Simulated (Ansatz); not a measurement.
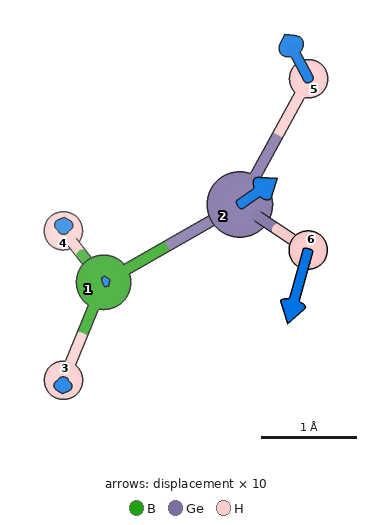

A relaxation of BGeH$_{4}$ (multiplicity 2). The starting structure is drawn; blue arrows show the displacements, magnified 10 times. The two geometries are superimposed by the best rigid fit.

The picture is a ball-and-stick view, seen from a free direction.

All numbers below come from Ansatz, UKS PBE0-D4/def2-TZVP. Settings: force threshold 0.005 eV/Å; at most 200 steps.

Atoms of which element are displaced furthest, and by how much?

Answer. Hydrogen: up to 0.088 Å, against 0.060 Å for germanium.

Describe the change and its energy.

Answer. The largest moves after the best rigid fit, 0.088 Å, are those of H5 and H6. By element the largest moves are H 0.088 Å, Ge 0.060 Å, B 0.009 Å. Some distances before and after: B1–Ge2 1.922 → 1.973 Å, B1–H3 1.170 → 1.193 Å, Ge2–H5 1.528 → 1.536 Å. Among the angles between lasting bonds that change: H5–Ge2–H6 100.4° → 109.7°, B1–Ge2–H5 129.8° → 125.2°. After 4 geometry steps the energy has fallen by 1.82 kcal/mol. The largest force component goes from 1.1 to 0.001 eV/Å. Cost: 26 s on 2 threads of Intel Xeon @ 2.50GHz, with other jobs on the host.
